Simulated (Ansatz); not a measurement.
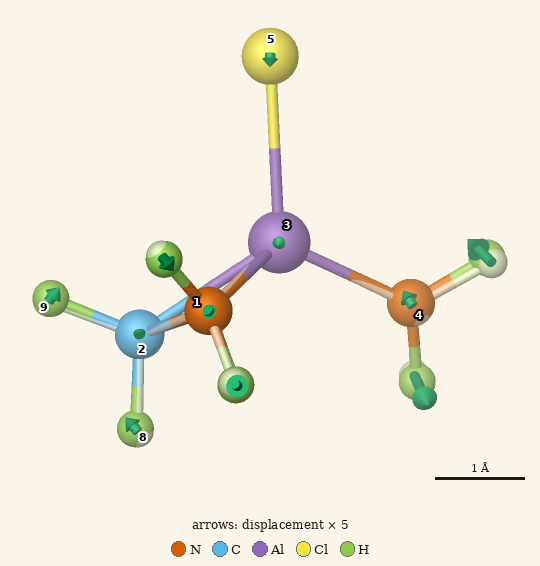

This is a relaxation of CH₆AlClN₂. The starting structure is drawn faded, the final one solid; green arrows show the displacements, 5 times their true length. The two geometries are superimposed by the best rigid fit.

The picture is a ball-and-stick view, seen at a tilt.

The start comes from PBE-D4/def2-SVP.

Method: RKS PBE0-D4/def2-TZVP (Ansatz). Set-up: force threshold 0.005 eV/Å; at most 150 steps.

Q: Which element moves most?

A: Hydrogen: up to 0.19 Å, against 0.04 Å for nitrogen.

Q: What did the optimiser do to the structure, and how much energy did it gain?

A: The largest move after the best rigid fit is that of an H atom, 0.19 Å. By element the largest moves are H 0.19 Å, N 0.04 Å, Cl 0.03 Å, Al 0.02 Å, C 0.02 Å. Near-neighbour distances that change, for instance: Al–N 2.040 → 1.997 Å, Al–Cl 2.143 → 2.121 Å, Al–N 1.791 → 1.770 Å, Al–C 1.950 → 1.930 Å. The energy falls by 0.061 eV in 8 geometry steps. Largest force component: 0.65 eV/Å at the start, 0.0046 eV/Å at the end. Cost: 36 s on 4 threads of Arm Neoverse V1 (shared host).
